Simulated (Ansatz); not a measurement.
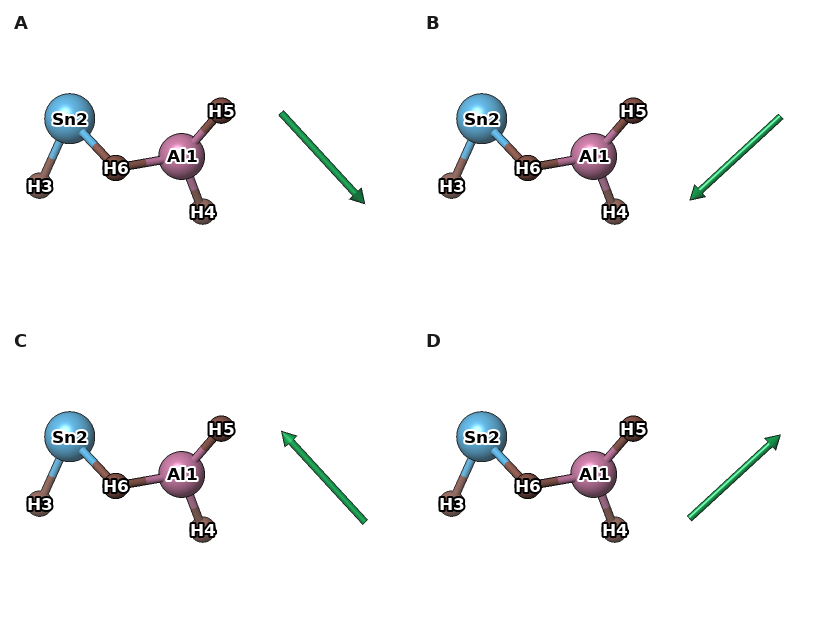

The same molecule four times, each with an arrow. Charge 0, doublet. The geometry was computed by an optimisation with PBE0-D4/def2-TZVP. No frequency run is at hand to confirm it as a minimum. Level of theory: UKS PBE0-D4/def2-TZVP, core potentials on Sn (Ansatz 0.2.0).

Which arrow points along the dipole moment, from the negative to the positive end?

C. The dipole moment is 0.78 D; it points from the side of H4 to the side of Sn2 (the outermost atoms at the two ends).
